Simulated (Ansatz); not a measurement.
# AlNH4 + AsH3: a complex and its separated parts

Aim: how far the complex at one end of a reaction step lies below its separated, relaxed parts, level by level.

Method: PBE0-D4/def2-TZVP structures, single points in def2-TZVPP, no counterpoise correction; program: Ansatz 0.2.0, Gaussian basis.

Levels: SPW92, PBE-D4, BLYP-D4, r2SCAN-D4, B97M-V, PBE0-D4, B3LYP-D4, r2SCAN0-D4, BHLYP-D4, CAM-B3LYP-D4, wB97X-V, wB97M-V, B2PLYP, PBE-QIDH, RPA on PBE, Hartree-Fock, MP2, CCSD, CCSD(T).

Correlated methods freeze the cores. Filled d shells of the heavier atoms are correlated. B3LYP uses VWN-RPA correlation. B2PLYP carries no dispersion term here.

94 further runs of the same task are left out: 94 set aside as unsound or not needed. Runs told in other sessions of the task aren't counted.

### Step 1. Starting geometry

The complex: 10 atoms, charge 0, spin multiplicity 1.

Atoms are counted from 1 here; the program's logs count them from 0.

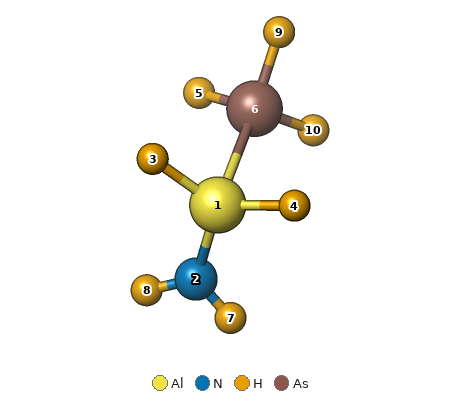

As it starts; aluminium yellow, nitrogen blue, hydrogen amber, arsenic brown; atoms are numbered from 1 in the order of the file.

Geometry (Å):

```mol
AlAsH7N
  3D, bonds by distance, orders not assigned

 10  9  0  0  0  0  0  0  0  0999 V2000
    0.2242   -0.4793    1.1895 Al  0  0
    1.5249    0.7163    0.9133 N   0  0
    0.5914   -2.0141    0.9733 H   0  0
   -1.0112   -0.0147    2.0813 H   0  0
   -0.2743   -0.4270   -2.4541 H   0  0
   -1.0831   -0.2043   -1.1980 As  0  0
    1.4841    1.6835    1.1890 H   0  0
    2.4320    0.5016    0.5337 H   0  0
   -2.3197   -0.9409   -1.6656 H   0  0
   -1.5683    1.1790   -1.5625 H   0  0
  1  2  8  0
  1  3  8  0
  1  4  8  0
  1  6  8  0
  2  7  8  0
  2  8  8  0
  5  6  8  0
  6  9  8  0
  6 10  8  0
M  END
```

Its parts: AlNH4 holds atoms 1, 2, 3, 4, 7, 8; AsH3 holds atoms 5, 6, 9, 10. Each part counts its atoms afresh in its own runs.

### Step 2. Relaxing AlNH4 alone

The input, relax-a/in.yaml:

```yaml
crystal:
  periodic: [false, false, false]
  atoms:
    - {symbol: Al, position_ang: [0.224206, -0.479251, 1.189460]}
    - {symbol: N, position_ang: [1.524913, 0.716304, 0.913337]}
    - {symbol: H, position_ang: [0.591398, -2.014147, 0.973321]}
    - {symbol: H, position_ang: [-1.011185, -0.014692, 2.081304]}
    - {symbol: H, position_ang: [1.484087, 1.683471, 1.189013]}
    - {symbol: H, position_ang: [2.432017, 0.501575, 0.533731]}
basis:
  gaussian: {orbitals: def2-TZVP}
hamiltonian: {xc: pbe0, dispersion: d4}
relax: {f_tol: 0.005, max_steps: 200}
```

Command:

```bash
$ ansatz run in.yaml --threads 4 --pin off --events-out ev --progress --plain --max-ram 9574MiB
```

What it wrote (excerpt; [...] marks lines left out):

```text
Functional definition: PBE0
  name "PBE0"
  cite "Adamo & Barone, J. Chem. Phys. 110, 6158 (1999) doi:10.1063/1.478522"
  cite "Perdew, Burke & Ernzerhof, Phys. Rev. Lett. 77, 3865 (1996) doi:10.1103/PhysRevLett.77.3865"
  parent pbe
[...]
610 factors; their error is unknown
[...]
mean field -8148.45361770 eV, -299.4501472304 hartree, gradient 2.7e-5 eV, S^2 0.000000; 0 other end points of the search recorded, 0 dependent functions left out
[...]
reference -8148.45364809 eV, -299.4501483469 hartree; 12, 12 occupied and 80, 80 virtual orbitals, 610 factors
[...]
reference -8148.53681678 eV, -299.4532047399 hartree; 12, 12 occupied and 80, 80 virtual orbitals, 610 factors
Total energy: -8148.58969636 eV, -299.4551480287 hartree
Atom 0 at     0.291361    -0.497240     1.319076 Å, force     0.000194     0.000125    -0.000055 eV/Å
Atom 1 at     1.534196     0.702744     0.951502 Å, force     0.000272     0.000317    -0.000048 eV/Å
Atom 2 at     0.573976    -2.002595     0.917614 Å, force     0.000043    -0.000087    -0.000050 eV/Å
Atom 3 at    -1.033088     0.002201     2.028672 Å, force    -0.000084     0.000075     0.000053 eV/Å
Atom 4 at     1.465125     1.685827     1.159625 Å, force     0.000407    -0.000965    -0.000386 eV/Å
Atom 5 at     2.413866     0.502322     0.503677 Å, force    -0.000832     0.000536     0.000486 eV/Å
Dipole moment:     0.188689     0.182184    -0.055799 e Å
```

Wall time 8 s (4 threads of Intel Xeon at 2.50GHz, shared host).

Step by step: (the energy doesn't fall at every step)

```csv
step,energy from step 1 (eV),largest force component (eV/Å)
1,0.0000,0.6731
2,-0.0598,0.3452
3,-0.0561,0.7770
4,-0.0802,0.1115
5,-0.0833,0.0261
6,-0.0833,0.0171
7,-0.0833,0.0010
```

Distances of close pairs at the start and the end, largest changes first:

```csv
bond,before (Å),after (Å),change (Å)
Al1–N2,1.788,1.766,-0.022
Al1–H3,1.593,1.583,-0.010
Al1–H4,1.593,1.583,-0.010
N2–H6,1.007,1.007,+0.001
N2–H5,1.007,1.007,+0.001
```

### Step 3. Relaxing AsH3 alone

The input, relax-b/in.yaml:

```yaml
crystal:
  periodic: [false, false, false]
  atoms:
    - {symbol: H, position_ang: [-0.274305, -0.427003, -2.454127]}
    - {symbol: As, position_ang: [-1.083141, -0.204333, -1.197970]}
    - {symbol: H, position_ang: [-2.319678, -0.940913, -1.665644]}
    - {symbol: H, position_ang: [-1.568311, 1.178988, -1.562524]}
basis:
  gaussian: {orbitals: def2-TZVP}
hamiltonian: {xc: pbe0, dispersion: d4}
relax: {f_tol: 0.005, max_steps: 200}
```

Command:

```bash
$ ansatz run in.yaml --threads 4 --pin off --events-out ev --progress --plain --max-ram 9574MiB
```

What it wrote (excerpt; [...] marks lines left out):

```text
[... 5 set-up lines as earlier in the session ...]
[...]
555 factors; their error is unknown
[...]
mean field -60882.31223013 eV, -2237.3837069439 hartree, gradient 6.8e-5 eV, S^2 0.000000; 0 other end points of the search recorded, 0 dependent functions left out
[...]
Total energy: -60882.37107441 eV, -2237.3858694314 hartree
Atom 0 at    -0.311593    -0.415293    -2.456314 Å, force    -0.000002     0.000016     0.000008 eV/Å
Atom 1 at    -1.061264    -0.214743    -1.147396 Å, force     0.000000     0.000005    -0.000008 eV/Å
Atom 2 at    -2.300385    -0.912515    -1.688864 Å, force    -0.000014    -0.000014     0.000004 eV/Å
Atom 3 at    -1.572193     1.149290    -1.587691 Å, force     0.000016    -0.000007    -0.000004 eV/Å
Dipole moment:    -0.027982     0.013027    -0.064074 e Å
```

Run time: 4.3 s. Hardware: 4 threads of Intel Xeon at 2.50GHz, shared host.

The steps of the relaxation:

```csv
step,energy from step 1 (eV),largest force component (eV/Å)
1,0.0000,0.7361
2,-0.0229,0.2645
3,-0.0317,0.0331
4,-0.0318,0.0059
5,-0.0318,0.0000
```

Close pairs (by a distance rule), those that changed most:

```csv
bond,before (Å),after (Å),change (Å)
H1–As2,1.511,1.522,+0.011
As2–H4,1.511,1.522,+0.011
As2–H3,1.513,1.522,+0.008
```

### Step 4. SPW92/def2-TZVPP

The input, parta/in.yaml:

```yaml
crystal:
  periodic: [false, false, false]
  atoms:
    - {symbol: Al, position_ang: [0.291361, -0.497240, 1.319076]}
    - {symbol: N, position_ang: [1.534196, 0.702744, 0.951502]}
    - {symbol: H, position_ang: [0.573976, -2.002595, 0.917614]}
    - {symbol: H, position_ang: [-1.033088, 0.002201, 2.028672]}
    - {symbol: H, position_ang: [1.465125, 1.685827, 1.159625]}
    - {symbol: H, position_ang: [2.413866, 0.502322, 0.503677]}
basis:
  gaussian: {orbitals: def2-TZVPP}
hamiltonian: {xc: lda}
```

The input, partb/in.yaml:

```yaml
crystal:
  periodic: [false, false, false]
  atoms:
    - {symbol: H, position_ang: [-0.311593, -0.415293, -2.456314]}
    - {symbol: As, position_ang: [-1.061264, -0.214743, -1.147396]}
    - {symbol: H, position_ang: [-2.300385, -0.912515, -1.688864]}
    - {symbol: H, position_ang: [-1.572193, 1.149290, -1.587691]}
basis:
  gaussian: {orbitals: def2-TZVPP}
hamiltonian: {xc: lda}
```

The same command starts each run, in its folder.

Command:

```bash
$ ansatz run in.yaml --threads 4 --pin off --events-out ev --progress --plain --max-ram 9574MiB
```

Output in parta (excerpt; [...] marks lines left out):

```text
Functional definition: SPW92
  name "SPW92"
  cite "Dirac, Proc. Camb. Phil. Soc. 26, 376 (1930) doi:10.1017/S0305004100016108"
  cite "Slater, Phys. Rev. 81, 385 (1951) doi:10.1103/PhysRev.81.385"
  cite "Perdew & Wang, Phys. Rev. B 45, 13244 (1992) doi:10.1103/PhysRevB.45.13244"
[...]
660 factors; their error is unknown
[...]
mean field -8111.65327658 eV, -298.0977596383 hartree, gradient 4.5e-5 eV, S^2 0.000000; 0 other end points of the search recorded, 0 dependent functions left out
reference -8111.65331414 eV, -298.0977610187 hartree; 12, 12 occupied and 117, 117 virtual orbitals, 660 factors
Total energy: -8111.65331414 eV, -298.0977610187 hartree
```

Log of partb (excerpt; [...] marks lines left out):

```text
[... 5 set-up lines as earlier in the session ...]
[...]
550 factors; their error is unknown
[...]
mean field -60799.40253982 eV, -2234.3368320233 hartree, gradient 2.8e-5 eV, S^2 0.000000; 0 other end points of the search recorded, 0 dependent functions left out
reference -60799.40256740 eV, -2234.3368330366 hartree; 18, 18 occupied and 72, 72 virtual orbitals, 550 factors
Total energy: -60799.40256740 eV, -2234.3368330366 hartree
```

They took 0.71 s (parta), 0.45 s (partb) on 4 threads of Intel Xeon at 2.50GHz, shared host.

### Step 5. PBE-D4/def2-TZVPP

The same edit goes into each in.yaml of step 4 (parta, partb):

```diff
-hamiltonian: {xc: lda}
+hamiltonian: {xc: pbe, dispersion: d4}
```

Each run has its own folder and the same command.

Command:

```bash
$ ansatz run in.yaml --threads 4 --pin off --events-out ev --progress --plain --max-ram 9574MiB
```

parta printed (excerpt; [...] marks lines left out):

```text
Functional definition: PBE
  name "PBE"
[... 2 set-up lines as earlier in the session ...]
[...]
660 factors; their error is unknown
[...]
mean field -8147.79445880 eV, -299.4259235874 hartree, gradient 5.6e-5 eV, S^2 0.000000; 0 other end points of the search recorded, 0 dependent functions left out
reference -8147.79449853 eV, -299.4259250474 hartree; 12, 12 occupied and 117, 117 virtual orbitals, 660 factors
Total energy: -8147.85821434 eV, -299.4282665603 hartree
```

partb printed (excerpt; [...] marks lines left out):

```text
[... 4 set-up lines as earlier in the session ...]
[...]
550 factors; their error is unknown
[...]
mean field -60880.50689766 eV, -2237.3173621994 hartree, gradient 2.8e-5 eV, S^2 0.000000; 0 other end points of the search recorded, 0 dependent functions left out
reference -60880.50692701 eV, -2237.3173632778 hartree; 18, 18 occupied and 72, 72 virtual orbitals, 550 factors
Total energy: -60880.54014836 eV, -2237.3185841399 hartree
```

Times: 0.96 s (parta), 0.51 s (partb) on 4 threads of Intel Xeon at 2.50GHz, shared host.

### Step 6. BLYP-D4/def2-TZVPP

Each input of step 5 (parta, partb) changes in the same lines:

```diff
-hamiltonian: {xc: pbe, dispersion: d4}
+hamiltonian: {xc: {name: BLYP}, dispersion: d4}
```

The same command starts each run, in its folder.

Command:

```bash
$ ansatz run in.yaml --threads 4 --pin off --events-out ev --progress --plain --max-ram 9574MiB
```

Output in parta (excerpt; [...] marks lines left out):

```text
Functional definition: BLYP
  name "BLYP"
  cite "Becke, Phys. Rev. A 38, 3098 (1988) doi:10.1103/PhysRevA.38.3098"
  cite "Lee, Yang & Parr, Phys. Rev. B 37, 785 (1988) doi:10.1103/PhysRevB.37.785"
[...]
660 factors; their error is unknown
[...]
mean field -8153.14215047 eV, -299.6224476317 hartree, gradient 3.4e-5 eV, S^2 0.000000; 0 other end points of the search recorded, 0 dependent functions left out
reference -8153.14246275 eV, -299.6224591075 hartree; 12, 12 occupied and 117, 117 virtual orbitals, 660 factors
Total energy: -8153.28547906 eV, -299.6277148602 hartree
```

Log of partb (excerpt; [...] marks lines left out):

```text
[... 4 set-up lines as earlier in the session ...]
[...]
550 factors; their error is unknown
[...]
mean field -60891.01599229 eV, -2237.7035643035 hartree, gradient 1.8e-5 eV, S^2 0.000000; 0 other end points of the search recorded, 0 dependent functions left out
reference -60891.01625828 eV, -2237.7035740786 hartree; 18, 18 occupied and 72, 72 virtual orbitals, 550 factors
Total energy: -60891.09391709 eV, -2237.7064279874 hartree
```

Times: 1 s (parta), 0.56 s (partb) on 4 threads of Intel Xeon at 2.50GHz, shared host.

### Step 7. r2SCAN-D4/def2-TZVPP

The same edit goes into each in.yaml of step 6 (parta, partb):

```diff
-hamiltonian: {xc: {name: BLYP}, dispersion: d4}
+hamiltonian: {xc: r2scan, dispersion: d4}
```

Each run has its own folder and the same command.

Command:

```bash
$ ansatz run in.yaml --threads 4 --pin off --events-out ev --progress --plain --max-ram 9574MiB
```

parta printed (excerpt; [...] marks lines left out):

```text
Functional definition: r2SCAN
  name "r2SCAN"
  cite "Furness, Kaplan, Ning, Perdew & Sun, J. Phys. Chem. Lett. 11, 8208 (2020) doi:10.1021/acs.jpclett.0c02405"
  cite "Furness, Kaplan, Ning, Perdew & Sun, J. Phys. Chem. Lett. 11, 9248 (2020) doi:10.1021/acs.jpclett.0c03077"
  parent r2scan
[...]
660 factors; their error is unknown
[...]
mean field -8151.95245272 eV, -299.5787270455 hartree, gradient 1.4e-5 eV, S^2 0.000000; 0 other end points of the search recorded, 0 dependent functions left out
reference -8151.95246486 eV, -299.5787274918 hartree; 12, 12 occupied and 117, 117 virtual orbitals, 660 factors
Total energy: -8151.96699583 eV, -299.5792614950 hartree
```

Output in partb (excerpt; [...] marks lines left out):

```text
[... 5 set-up lines as earlier in the session ...]
[...]
550 factors; their error is unknown
[...]
mean field -60889.55769479 eV, -2237.6499728589 hartree, gradient 2.0e-5 eV, S^2 0.000000; 0 other end points of the search recorded, 0 dependent functions left out
reference -60889.55770260 eV, -2237.6499731460 hartree; 18, 18 occupied and 72, 72 virtual orbitals, 550 factors
Total energy: -60889.56494768 eV, -2237.6502393978 hartree
```

Wall times: 1.9 s (parta), 1.2 s (partb) on 4 threads of Intel Xeon at 2.50GHz, shared host.

### Step 8. B97M-V/def2-TZVPP

The same edit goes into each in.yaml of step 7 (parta, partb):

```diff
-hamiltonian: {xc: r2scan, dispersion: d4}
+hamiltonian: {xc: {name: B97M-V}}
```

One command serves all of them, each in its own folder.

Command:

```bash
$ ansatz run in.yaml --threads 4 --pin off --events-out ev --progress --plain --max-ram 9574MiB
```

parta printed (excerpt; [...] marks lines left out):

```text
Functional definition: B97M-V
  name "B97M-V"
  cite "Mardirossian & Head-Gordon, J. Chem. Phys. 142, 074111 (2015) doi:10.1063/1.4907719"
  cite "Becke, J. Chem. Phys. 107, 8554 (1997) doi:10.1063/1.475007"
  cite "Vydrov & Van Voorhis, J. Chem. Phys. 133, 244103 (2010) doi:10.1063/1.3521275"
  # Of w^i u^j: cxij and so on, Table III.
[...]
  gx(w, u) = cx00 + cx01*u + cx02*u^2 + (cx10 + cx11*u)*w
[...]
  gos(w, u) = cos00 + cos01*u + cos03*u^3 + cos10*w + cos32*w^3*u^2
[...]
      + integral(e_c_pw_mod_opposite_spin*gos(b97_w_opposite, b97_u_opposite)) + vv10(b, c)
660 factors; their error is unknown
[...]
mean field -8151.94619685 eV, -299.5784971467 hartree, gradient 3.4e-5 eV, S^2 0.000000; 0 other end points of the search recorded, 0 dependent functions left out
reference -8151.94625560 eV, -299.5784993056 hartree; 12, 12 occupied and 117, 117 virtual orbitals, 660 factors
Total energy: -8151.94625560 eV, -299.5784993056 hartree
```

partb printed (excerpt; [...] marks lines left out):

```text
[... 5 set-up lines as earlier in the session ...]
  # Of w^i u^j: cxij and so on, Table III.
[...]
  gx(w, u) = cx00 + cx01*u + cx02*u^2 + (cx10 + cx11*u)*w
[...]
  gos(w, u) = cos00 + cos01*u + cos03*u^3 + cos10*w + cos32*w^3*u^2
[...]
      + integral(e_c_pw_mod_opposite_spin*gos(b97_w_opposite, b97_u_opposite)) + vv10(b, c)
550 factors; their error is unknown
[...]
mean field -60878.67492103 eV, -2237.2500382997 hartree, gradient 3.0e-5 eV, S^2 0.000000; 0 other end points of the search recorded, 0 dependent functions left out
reference -60878.67496040 eV, -2237.2500397465 hartree; 18, 18 occupied and 72, 72 virtual orbitals, 550 factors
Total energy: -60878.67496040 eV, -2237.2500397465 hartree
```

Times: 2.7 s (parta), 1.9 s (partb) on 4 threads of Intel Xeon at 2.50GHz, shared host.

[end of part 1 of 3]
